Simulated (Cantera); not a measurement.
A closed system holds: 1 mol SF₆, 2.2 mol H₂O, 13 mol N₂, at 600 Pa.

These are equilibrium values from Cantera (NASA tables, ideal gas, pure condensed phases), not measurements of a reactor. Candidate condensed phases: H₂O, H₂SO₄, S; 62 gas species. The tables' values for SOF₂, SF₃ are old estimates; treat these amounts as uncertain. Equilibrium is a limit: real reactors are often held back by kinetics, nucleation or transport.

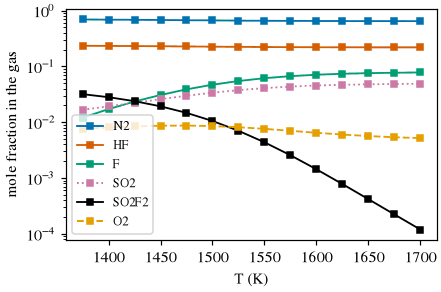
*Equilibrium gas composition (values under 1e-9 drawn at 1e-9)*

From 1375 K to 1700 K nothing is condensed.
